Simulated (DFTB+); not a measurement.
**Energy and gradient calculation, with input and output: C2H5NOZn**

The run: energy and gradient calculation of C2H5NOZn, SMILES C=[N][Zn][O]C. Method and program: DFTB2, R-SCC (DFTB+ 25.1).

The geometry comes from this level: GFN2-xTB.

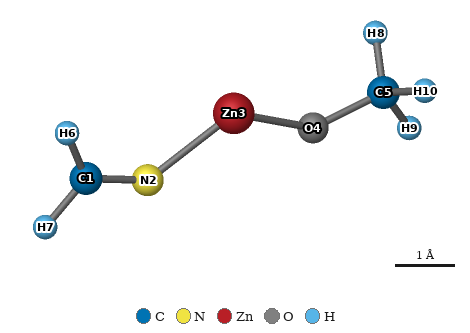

Fig. 1: The structure as given in the input (ball-and-stick view, seen at a tilt; atoms are numbered from 1 in the order of the input). Sticks mark near contacts.

## Input file (dftb_in.hsd)
```
Geometry = GenFormat {
  <<< "geo.gen"
}
Hamiltonian = DFTB {
  SCC = Yes
  SlaterKosterFiles = Type2FileNames {
    Prefix = "slakos/"
    Separator = ""
    Suffix = ".spl"
    LowerCaseTypeName = Yes
  }
  MaxAngularMomentum = {
    C = "p"
    N = "p"
    Zn = "d"
    O = "p"
    H = "s"
  }
  MaxSCCIterations = 100
  Mixer = DIIS {
    InitMixingParameter = 0.7
  }
}
Analysis = {
  PrintForces = Yes
}
Options = {
  WriteResultsTag = Yes
}
ParserOptions = {
  ParserVersion = 14
}
```

## File geo.gen
```
10 C
C N Zn O H
   1  1      0.107730      2.337690      2.096200
   2  2     -0.161430      1.254690      1.552430
   3  3      0.332160      0.443180     -0.058270
   4  4     -0.272920     -1.100400     -0.634950
   5  1     -0.122500     -1.962200     -1.718110
   6  5      0.764180      3.127380      1.714630
   7  5     -0.350650      2.548080      3.065710
   8  5     -0.384080     -1.485880     -2.670270
   9  5     -0.808790     -2.801930     -1.555400
  10  5      0.896310     -2.360610     -1.791970
```

Hardware: 1 thread of Intel Xeon (Granite Rapids), 32 GiB of memory available, shared host.

Run as:
```bash
dftb+ > run.log
```

## The program's output
```
|  DFTB+ development version (commit: a23bfb2)

Reading input file 'dftb_in.hsd'
Parser version: 14

--------------------------------------------------------------------------------
Reading SK-files:
./slakos/cc.spl
./slakos/cn.spl
./slakos/czn.spl
./slakos/co.spl
./slakos/ch.spl
./slakos/nn.spl
./slakos/nzn.spl
./slakos/no.spl
./slakos/nh.spl
./slakos/znzn.spl
./slakos/zno.spl
./slakos/znh.spl
./slakos/oo.spl
./slakos/oh.spl
./slakos/hh.spl
Done.

Processed input in HSD format written to 'dftb_pin.hsd'

Starting initialization...
--------------------------------------------------------------------------------
OpenMP threads:              1
Chosen random seed:          601599024
Current stacksize:           unlimited
Mode:                        Static calculation
Self consistent charges:     Yes
SCC-tolerance:                 0.100000E-04
Max. scc iterations:                    100
Shell resolved Hubbard:      No
Spin polarisation:           No
Nr. of up electrons:            18.000000
Nr. of down electrons:          18.000000
Periodic boundaries:         No
Electronic solver:           Relatively robust
Mixer:                       DIIS mixer
Mixing parameter:                  0.700000
Nr. of chrg. vectors to mix:              6
Max. SCC-cycles:                        100
Electronic temperature:              0.100000E-07 H      0.272114E-06 eV
Initial charges:             Set automatically (system chrg:   0.000E+00)
Included shells:             C:  s, p
                             N:  s, p
                            Zn:  s, p, d
                             O:  s, p
                             H:  s
Extra options:
                             Mulliken analysis
                             Force calculation
Force type                   original

--------------------------------------------------------------------------------

***  Geometry step: 0

 iSCC Total electronic   Diff electronic      SCC error
    1   -0.15587009E+02    0.00000000E+00    0.83918515E+00
    2   -0.13836156E+02   -0.15587009E+02    0.37761430E+01
    3   -0.14255030E+02    0.17508528E+01    0.42649216E+01
    4   -0.24336558E+01   -0.41887392E+00    0.82877929E+01
    5    0.12823366E+02    0.11821374E+02    0.73552568E+01
    6    0.26847485E+02    0.15257022E+02    0.10610385E+02
    7   -0.15471446E+02    0.14024119E+02    0.17368437E+01
    8   -0.15465767E+02   -0.42318931E+02    0.16972293E+01
    9   -0.15461080E+02    0.56789707E-02    0.17745955E+01
   10   -0.15468883E+02    0.46870899E-02    0.17181033E+01
   11   -0.15260558E+02   -0.78025076E-02    0.42531288E+01
   12   -0.15551788E+02    0.20832474E+00    0.90616152E+00
   13   -0.15636183E+02   -0.29122979E+00    0.20060427E+00
   14   -0.15640201E+02   -0.84395152E-01    0.13615255E+00
   15   -0.15642258E+02   -0.40180808E-02    0.36851529E-01
   16   -0.15642369E+02   -0.20570224E-02    0.94807322E-02
   17   -0.15642372E+02   -0.11092965E-03    0.12511424E-02
   18   -0.15642373E+02   -0.35053280E-05    0.72054044E-04
   19   -0.15642373E+02   -0.10493076E-06    0.30679486E-04
   20   -0.15642373E+02   -0.84876106E-09    0.43773914E-05

Total Energy:                      -15.3185285487 H         -416.8384 eV
Extrapolated to 0K:                -15.3185285487 H         -416.8384 eV
Total Mermin free energy:          -15.3185285487 H         -416.8384 eV
Force related energy:              -15.3185285487 H         -416.8384 eV

--------------------------------------------------------------------------------
--------------------------------------------------------------------------------
SCC                                    +       0.01 ( 85.4%)       0.01 ( 90.9%)
--------------------------------------------------------------------------------
Missing                                +       0.00 ( 14.6%)       0.00 (  9.1%)
Total                                  =       0.01 (100.0%)       0.01 (100.0%)
--------------------------------------------------------------------------------
```

## File detailed.out
```
Fermi distribution function

Calculation with static geometry

********************************************************************************
 iSCC Total electronic   Diff electronic      SCC error
   20   -0.15642373E+02   -0.84876106E-09    0.43773914E-05
********************************************************************************

 Total charge:    -0.00000000

 Atomic gross charges (e)
 Atom           Charge
    1       0.02544503
    2      -0.29290452
    3       0.41451381
    4      -0.37262484
    5       0.06438262
    6       0.03661452
    7       0.04559102
    8       0.02200886
    9       0.03452304
   10       0.02245045

Nr. of electrons (up):     36.00000000
Atom populations (up)
 Atom       Population
    1       3.97455497
    2       5.29290452
    3      11.58548619
    4       6.37262484
    5       3.93561738
    6       0.96338548
    7       0.95440898
    8       0.97799114
    9       0.96547696
   10       0.97754955

l-shell populations (up)
 Atom Sh.   l       Population
    1   1   0       1.21946186
    1   2   1       2.75509310
    2   1   0       1.52523263
    2   2   1       3.76767189
    3   1   0       0.85272409
    3   2   1       0.83759444
    3   3   2       9.89516767
    4   1   0       1.73128608
    4   2   1       4.64133877
    5   1   0       1.20309184
    5   2   1       2.73252554
    6   1   0       0.96338548
    7   1   0       0.95440898
    8   1   0       0.97799114
    9   1   0       0.96547696
   10   1   0       0.97754955

Orbital populations (up)
 Atom Sh.   l   m       Population  Label
    1   1   0   0       1.21946186  s
    1   2   1  -1       0.90987420  p_y
    1   2   1   0       0.93538092  p_z
    1   2   1   1       0.90983798  p_x
    2   1   0   0       1.52523263  s
    2   2   1  -1       1.26086819  p_y
    2   2   1   0       1.23596798  p_z
    2   2   1   1       1.27083572  p_x
    3   1   0   0       0.85272409  s
    3   2   1  -1       0.31471928  p_y
    3   2   1   0       0.31526639  p_z
    3   2   1   1       0.20760877  p_x
    3   3   2  -2       1.98668452  d_xy
    3   3   2  -1       1.95389291  d_yz
    3   3   2   0       1.98293191  d_z2
    3   3   2   1       1.99229920  d_xz
    3   3   2   2       1.97935913  d_x2-y2
    4   1   0   0       1.73128608  s
    4   2   1  -1       1.40631166  p_y
    4   2   1   0       1.48607672  p_z
    4   2   1   1       1.74895038  p_x
    5   1   0   0       1.20309184  s
    5   2   1  -1       0.90926513  p_y
    5   2   1   0       0.86333195  p_z
    5   2   1   1       0.95992846  p_x
    6   1   0   0       0.96338548  s
    7   1   0   0       0.95440898  s
    8   1   0   0       0.97799114  s
    9   1   0   0       0.96547696  s
   10   1   0   0       0.97754955  s

Fermi level:                        -0.1261879415 H           -3.4337 eV
Band energy:                       -14.4120050655 H         -392.1706 eV
TS:                                  0.0000000000 H            0.0000 eV
Band free energy (E-TS):           -14.4120050655 H         -392.1706 eV
Extrapolated E(0K):                -14.4120050655 H         -392.1706 eV
Input / Output electrons (q):     36.0000000000     36.0000000000

Energy H0:                         -15.6670571961 H         -426.3223 eV
Energy SCC:                          0.0246846860 H            0.6717 eV
Total Electronic energy:           -15.6423725101 H         -425.6506 eV
Repulsive energy:                    0.3238439614 H            8.8122 eV
Total energy:                      -15.3185285487 H         -416.8384 eV
Extrapolated to 0:                 -15.3185285487 H         -416.8384 eV
Total Mermin free energy:          -15.3185285487 H         -416.8384 eV
Force related energy:              -15.3185285487 H         -416.8384 eV

Non-constrained calculation

SCC converged

Total Forces
    1     -0.006042010997     -0.003764672235      0.006917874396
    2      0.010679436185     -0.024108211965     -0.039783236275
    3     -0.008242067273      0.015405521392      0.028630787954
    4     -0.002184774477     -0.006638597104     -0.002898951564
    5     -0.004061400679      0.001061652053      0.006866915826
    6      0.010766051496      0.012148810383     -0.006825049695
    7     -0.005072979069      0.014866685492      0.022140646902
    8     -0.001611689470      0.004315398489     -0.009510199334
    9     -0.003972036288     -0.009663757366     -0.003727421246
   10      0.009741470572     -0.003622829139     -0.001811366965

Maximal derivative component:        0.397832E-01 au

Dipole moment:    0.52394672    0.39237128   -0.47185686 au
Dipole moment:    1.33173984    0.99730840   -1.19934060 Debye
```

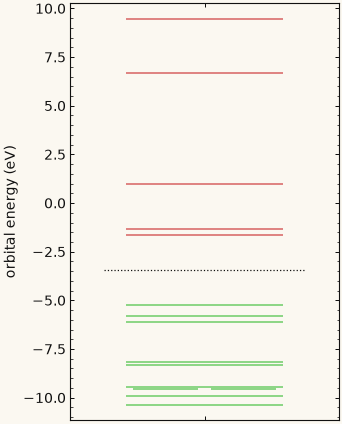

Fig. 2: Orbital energies near the frontier; the dotted line parts filled from empty levels, and levels within 0.02 eV of each other stand side by side. Highest filled −5.22 eV, lowest empty −1.64 eV, 3.58 eV apart.

## Key numbers

| quantity | value |
| --- | --- |
| outcome | converged |
| Mermin free energy | −15.318529 hartree |
| basis functions | 30 |
| largest force | 2.454 eV/Å |
| HOMO | −5.22 eV |
| LUMO | −1.64 eV |
| dipole moment | 2.05 D |
| peak memory | 0.071 GiB |

## Remarks

Settings chosen away from the usual ones: mixer_damping.
